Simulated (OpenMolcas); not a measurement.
Run report: CLi, relativistic diatomic calculation (part 2 of 2)

The same run, continued: CLi. Method: SA-CASSCF(5,8)/XMS-CASPT2 + RASSI spin-orbit (X2C scalar, AMFI), ANO-RCC-VTZP (OpenMolcas).

**The program's output (extracts), continued**
```
++ Dipole transition strengths (spin-free states):
     for osc. strength at least  1.00000000E-05
      From   To        Osc. strength     Einstein coefficients Ax, Ay, Az (sec-1)    Total A (sec-1)
         1   16       3.72906996E-02  5.04968323E+06  1.00507864E+07  0.00000000E+00  1.51004697E+07
         1   17       3.72906971E-02  1.00507862E+07  5.04968286E+06  0.00000000E+00  1.51004691E+07
         1    2       2.75445312E-02  0.00000000E+00  0.00000000E+00  1.60054160E+07  1.60054160E+07
         1   18       1.37925839E-02  7.22839594E+05  1.54625455E+07  0.00000000E+00  1.61853851E+07
         1   19       1.37925826E-02  1.54625446E+07  7.22839641E+05  0.00000000E+00  1.61853842E+07
         1    6       1.10029242E-01  0.00000000E+00  0.00000000E+00  1.29848528E+08  1.29848528E+08
         1   20       4.68329882E-02  5.78485167E+05  5.76126863E+07  0.00000000E+00  5.81911714E+07
         1   21       4.68329894E-02  5.76126882E+07  5.78484685E+05  0.00000000E+00  5.81911729E+07
         1    7       1.73994202E-03  0.00000000E+00  0.00000000E+00  2.67000976E+06  2.67000976E+06
         1   22       2.55114262E-01  4.29002971E+07  5.60019582E+08  0.00000000E+00  6.02919879E+08
         1   23       2.55114284E-01  5.60019655E+08  4.29002861E+07  0.00000000E+00  6.02919941E+08
         8   15       1.68417811E-03  0.00000000E+00  0.00000000E+00  7.12604430E+05  7.12604430E+05
         9   15       2.70345149E-04  0.00000000E+00  0.00000000E+00  1.14281770E+05  1.14281770E+05
        10   12       2.07731796E-02  0.00000000E+00  0.00000000E+00  2.82185887E+06  2.82185887E+06
        10   14       2.45346469E-02  0.00000000E+00  0.00000000E+00  9.30964751E+06  9.30964751E+06
        11   13       6.12618285E-04  0.00000000E+00  0.00000000E+00  8.99959848E+04  8.99959848E+04
        16    2       3.51265209E-04  1.87779455E+03  3.69303465E+03  0.00000000E+00  5.57082920E+03
        16    3       1.15846974E-01  8.49505328E+05  1.27716576E+07  0.00000000E+00  1.36211630E+07
        16    4       1.15909699E-01  1.27924201E+07  8.50882909E+05  0.00000000E+00  1.36433030E+07
        16    5       1.20463547E-01  1.01875499E+07  5.12456561E+06  0.00000000E+00  1.53121155E+07
        16   18       9.25122442E-05  0.00000000E+00  0.00000000E+00  1.84787042E+04  1.84787042E+04
        16   19       4.69503796E-05  0.00000000E+00  0.00000000E+00  9.37802635E+03  9.37802635E+03
        16    6       1.19201571E-01  8.07875343E+06  1.60583095E+07  0.00000000E+00  2.41370629E+07
        16   20       1.72569423E-01  0.00000000E+00  0.00000000E+00  3.94850954E+07  3.94850954E+07
        16   21       5.50027472E-02  0.00000000E+00  0.00000000E+00  1.25850147E+07  1.25850147E+07
        16    7       1.12277602E-04  1.34339297E+04  2.73123003E+04  0.00000000E+00  4.07462300E+04
        17    2       3.51265271E-04  3.69303521E+03  1.87779415E+03  0.00000000E+00  5.57082936E+03
        17    3       1.15847052E-01  1.27716712E+07  8.49500257E+05  0.00000000E+00  1.36211714E+07
        17    4       1.15909798E-01  8.50884389E+05  1.27924294E+07  0.00000000E+00  1.36433138E+07
        17    5       1.20463360E-01  5.12454712E+06  1.01875438E+07  0.00000000E+00  1.53120909E+07
        17   18       4.69504785E-05  0.00000000E+00  0.00000000E+00  9.37804475E+03  9.37804475E+03
        17   19       9.25122822E-05  0.00000000E+00  0.00000000E+00  1.84787129E+04  1.84787129E+04
        17    6       1.19201558E-01  1.60583077E+07  8.07875160E+06  0.00000000E+00  2.41370593E+07
        17   20       5.50027442E-02  0.00000000E+00  0.00000000E+00  1.25850135E+07  1.25850135E+07
        17   21       1.72569413E-01  0.00000000E+00  0.00000000E+00  3.94850918E+07  3.94850918E+07
        17    7       1.12277684E-04  2.73123102E+04  1.34339484E+04  0.00000000E+00  4.07462586E+04
         2   18       1.81123146E-01  7.59027016E+05  1.79032377E+07  0.00000000E+00  1.86622647E+07
         2   19       1.81123174E-01  1.79032433E+07  7.59027015E+05  0.00000000E+00  1.86622703E+07
         2    6       5.63822551E-05  0.00000000E+00  0.00000000E+00  5.92077448E+03  5.92077448E+03
         2    7       2.13450393E-01  0.00000000E+00  0.00000000E+00  4.84609531E+07  4.84609531E+07
         2   22       3.23488030E-04  1.39736826E+04  1.80336984E+05  0.00000000E+00  1.94310666E+05
         2   23       3.23488860E-04  1.80337530E+05  1.39736414E+04  0.00000000E+00  1.94311172E+05
        12   14       9.71184962E-04  0.00000000E+00  0.00000000E+00  5.94563364E+04  5.94563364E+04
         3   18       8.09435878E-05  6.41069111E+02  2.34900064E+02  0.00000000E+00  8.75969176E+02
         3   19       8.09434720E-05  2.34899840E+02  6.41068473E+02  0.00000000E+00  8.75968313E+02
         3   20       7.22938898E-03  6.37265450E+04  6.88891815E+04  0.00000000E+00  1.32615726E+05
         3   21       7.22937920E-03  6.88892029E+04  6.37263442E+04  0.00000000E+00  1.32615547E+05
         3   22       1.90768425E-04  1.90822252E+04  4.03305069E+04  0.00000000E+00  5.94127321E+04
         3   23       1.90768421E-04  4.03305042E+04  1.90822297E+04  0.00000000E+00  5.94127339E+04
         4   18       8.07990302E-05  2.33644036E+02  6.37641881E+02  0.00000000E+00  8.71285916E+02
         4   19       8.07990323E-05  6.37641806E+02  2.33644522E+02  0.00000000E+00  8.71286327E+02
         4   20       7.21946893E-03  6.86061820E+04  6.34646783E+04  0.00000000E+00  1.32070860E+05
         4   21       7.21947595E-03  6.34647034E+04  6.86062854E+04  0.00000000E+00  1.32070989E+05
         4   22       1.90704978E-04  4.02902715E+04  1.90631822E+04  0.00000000E+00  5.93534536E+04
         4   23       1.90704884E-04  1.90631666E+04  4.02902609E+04  0.00000000E+00  5.93534275E+04
         5   18       3.91946523E-05  3.14339438E+02  5.97770972E+00  0.00000000E+00  3.20317148E+02
         5   19       3.91946963E-05  5.97781595E+00  3.14339855E+02  0.00000000E+00  3.20317671E+02
         5   20       6.76768095E-03  9.93558426E+04  1.06566929E+03  0.00000000E+00  1.00421512E+05
         5   21       6.76768345E-03  1.06565280E+03  9.93558962E+04  0.00000000E+00  1.00421549E+05
        18   20       4.10045937E-05  0.00000000E+00  0.00000000E+00  4.04578009E+01  4.04578009E+01
        18    7       2.21083448E-02  2.17915531E+04  5.12727505E+05  0.00000000E+00  5.34519058E+05
        18   22       3.53090882E-04  0.00000000E+00  0.00000000E+00  7.27900299E+04  7.27900299E+04
        18   23       9.13945137E-05  0.00000000E+00  0.00000000E+00  1.88410693E+04  1.88410693E+04
        19   21       4.10045326E-05  0.00000000E+00  0.00000000E+00  4.04576811E+01  4.04576811E+01
        19    7       2.21083611E-02  5.12727739E+05  2.17915556E+04  0.00000000E+00  5.34519294E+05
        19   22       9.13944740E-05  0.00000000E+00  0.00000000E+00  1.88410581E+04  1.88410581E+04
        19   23       3.53090541E-04  0.00000000E+00  0.00000000E+00  7.27899567E+04  7.27899567E+04
         6   20       1.06442551E-03  8.86368704E+00  8.46606977E+02  0.00000000E+00  8.55470664E+02
         6   21       1.06442564E-03  8.46607115E+02  8.86365855E+00  0.00000000E+00  8.55470774E+02
         6    7       1.58822182E-04  0.00000000E+00  0.00000000E+00  3.69015090E+03  3.69015090E+03
         6   22       4.82786387E-02  6.97339944E+05  9.12157150E+06  0.00000000E+00  9.81891145E+06
         6   23       4.82786466E-02  9.12157377E+06  6.97339868E+05  0.00000000E+00  9.81891364E+06
        20    7       2.94013093E-05  2.95538675E-01  4.52356224E+02  0.00000000E+00  4.52651762E+02
        20   22       7.34407263E-05  0.00000000E+00  0.00000000E+00  1.31175293E+04  1.31175293E+04
        21    7       2.94013241E-05  4.52356457E+02  2.95533127E-01  0.00000000E+00  4.52651990E+02
        21   23       7.34407646E-05  0.00000000E+00  0.00000000E+00  1.31175370E+04  1.31175370E+04
         7   22       6.64026503E-05  4.18501168E+02  5.50003345E+03  0.00000000E+00  5.91853462E+03
         7   23       6.64025957E-05  5.50002956E+03  4.18500729E+02  0.00000000E+00  5.91853029E+03
 Electric-quadrupole - electric-quadrupole not included
 Electric-dipole - electric-octupole not included
 Electric-dipole - magnetic-quadrupole not included
   Eigenvalues of complex Hamiltonian:
  (Shifted by EMIN (a.u.) =        -45.3155959415)
 SO State       Relative EMIN(au)   Rel lowest level(eV)    D:o, cm**(-1)      Omega
     1            -0.0000000687        0.0000000000              0.0000         0.5
     2            -0.0000000687        0.0000000000              0.0000         0.5
     3            -0.0000000129        0.0000015187              0.0122         1.5
     4            -0.0000000129        0.0000015187              0.0122         1.5
     5             0.0670261677        1.8238768071          14710.5585         1.9
     6             0.0670261677        1.8238768071          14710.5585         1.9
     7             0.0670829022        1.8254206319          14723.0103         2.2
     8             0.0670829022        1.8254206319          14723.0103         2.2
     9             0.0716112908        1.9486443636          15716.8767         0.5
    10             0.0716112908        1.9486443636          15716.8767         0.5
    11             0.0877213716        2.3870219953          19252.6308         0.5
    12             0.0877213716        2.3870219953          19252.6308         0.5
    13             0.1121958542        3.0530065948          24624.1588         0.5
    14             0.1121958542        3.0530065948          24624.1588         0.5
    15             0.1122409920        3.0542348561          24634.0654         0.5
    16             0.1122409920        3.0542348561          24634.0654         0.5
    17             0.1122861530        3.0554637505          24643.9771         1.5
    18             0.1122861530        3.0554637505          24643.9771         1.5
    19             0.1123313402        3.0566933565          24653.8946         2.5
    20             0.1123313402        3.0566933565          24653.8946         2.5
    21             0.1344809420        3.6594147266          29515.1703         1.5
    22             0.1344809420        3.6594147266          29515.1703         1.5
    23             0.1344810438        3.6594174975          29515.1926         0.5
    24             0.1344810438        3.6594174975          29515.1926         0.5
    25             0.1366336131        3.7179918908          29987.6270         0.5
    26             0.1366336131        3.7179918908          29987.6270         0.5
    27             0.1553391575        4.2269956855          34093.0194         0.5
    28             0.1553391575        4.2269956855          34093.0194         0.5
    29             0.1727010514        4.6994368859          37903.5147         0.6
    30             0.1727010514        4.6994368859          37903.5147         0.6
    31             0.1727448447        4.7006285627          37913.1262         1.6
    32             0.1727448447        4.7006285627          37913.1262         1.6
    33             0.1728022478        4.7021905806          37925.7247         2.4
    34             0.1728022478        4.7021905806          37925.7247         2.4
    35             0.1728462124        4.7033869181          37935.3738         3.5
    36             0.1728462124        4.7033869181          37935.3738         3.5
    37             0.1751605703        4.7663638042          38443.3167         0.5
    38             0.1751605703        4.7663638042          38443.3167         0.5
    39             0.1751611379        4.7663792495          38443.4413         1.5
    40             0.1751611379        4.7663792495          38443.4413         1.5
    41             0.1802850322        4.9058075157
```

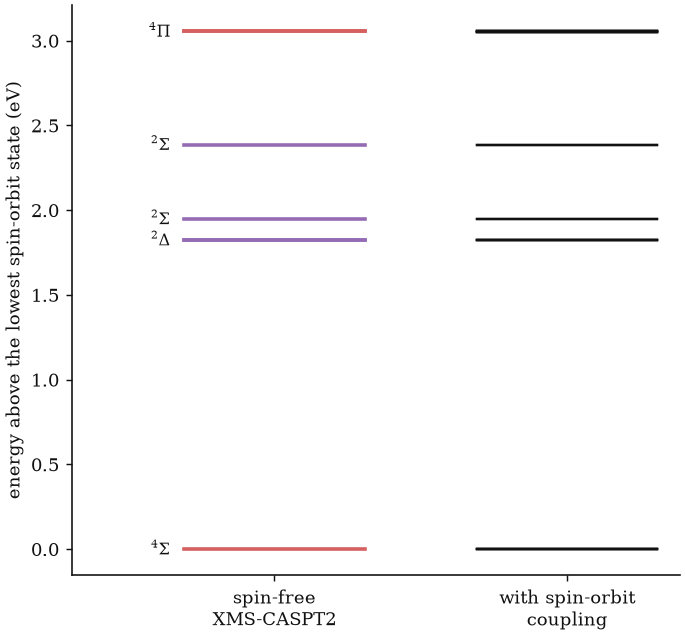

States up to 3.3 eV at 1.877 Å, without spin-orbit coupling (left, a colour for each spin multiplicity) and with it (right, where close levels merge). The spin-free states run ⁴Σ (0.00 eV), ²Δ (1.82 eV), ²Σ (1.95 eV), ²Σ (2.39 eV), ⁴Π (3.05 eV) from the lowest. The lowest spin-orbit levels have |Ω| = 1/2 (0 cm⁻¹), 3/2 (0 cm⁻¹), 1.88 (not clean) (14,711 cm⁻¹), 2.22 (not clean) (14,723 cm⁻¹), 1/2 (15,717 cm⁻¹).

**Summary**

| quantity | value |
| --- | --- |
| outcome | converged; components of a degenerate state are split by 12 cm⁻¹ |
| lowest spin-free state | ⁴Σ |
| lowest spin-orbit level | Ω = 1/2, −45.31560 hartree |
| next level | Ω = 3/2, 0 cm⁻¹ |
| wall time | 31 s |

**Remarks**

To bear in mind: the two components of ²Δ at 1.83 eV, degenerate in CASSCF as they must be, are split by 12 cm⁻¹ in XMS-CASPT2, an artefact that passes into its spin-orbit levels; some states lack their degenerate partner or have no clean Λ, as happens where the state averages cut through terms; 10 of the 82 spin-orbit states have no clean Ω, so their splittings aren't to be trusted.
